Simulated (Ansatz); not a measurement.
# From F to I: the HOMO–LUMO gap

One atom is swapped for its congeners: C2H5F `CCF`; C2H5Cl (chloroethane) `CCCl`; C2H5Br (bromoethane) `CCBr`; C2H5I (iodoethane) `CCI`. All are singlets with charge 0.

Shapes, held fixed at every level: PBE0-D4/def2-TZVP. Programs: Ansatz 0.2.0. Values in eV.

```json
{"level": "PBE-D4/def2-TZVPP", "C2H5F": "8.28", "C2H5Cl": "6.72", "C2H5Br": "5.66", "C2H5I": "4.44"}
{"level": "r2SCAN-D4/def2-TZVPP", "C2H5F": "9.56", "C2H5Cl": "7.41", "C2H5Br": "6.25", "C2H5I": "4.95"}
{"level": "B3LYP-D4/def2-TZVPP", "C2H5F": "10.21", "C2H5Cl": "8.63", "C2H5Br": "7.44", "C2H5I": "6.02"}
{"level": "BHLYP-D4/def2-TZVPP", "C2H5F": "12.98", "C2H5Cl": "11.31", "C2H5Br": "10.14", "C2H5I": "8.44"}
{"level": "PBE0-D4/def2-TZVPP", "C2H5F": "10.79", "C2H5Cl": "9.21", "C2H5Br": "7.99", "C2H5I": "6.51"}
{"level": "wB97X-V/def2-TZVPP", "C2H5F": "15.18", "C2H5Cl": "13.76", "C2H5Br": "12.59", "C2H5I": "10.90"}
```

At wB97X-V/def2-TZVPP the HOMO–LUMO gap falls at every step, from 15.18 to 10.90 eV. Every level shows the same order. For atoms past krypton def2 sets carry core potentials with scalar relativity. Relativity is left out for Br unless named. Orbital gaps aren't excitation energies, and the LUMO depends on the basis.

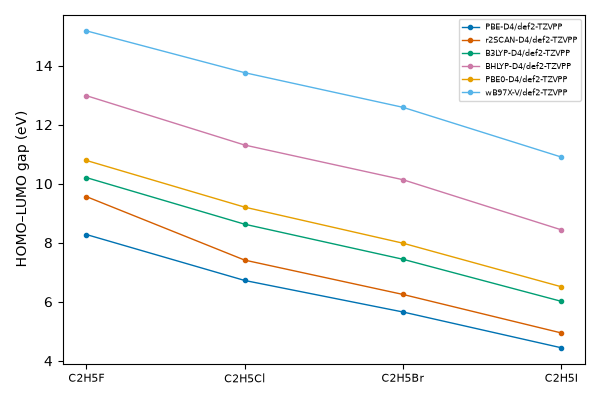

The trend along the series, level by level.
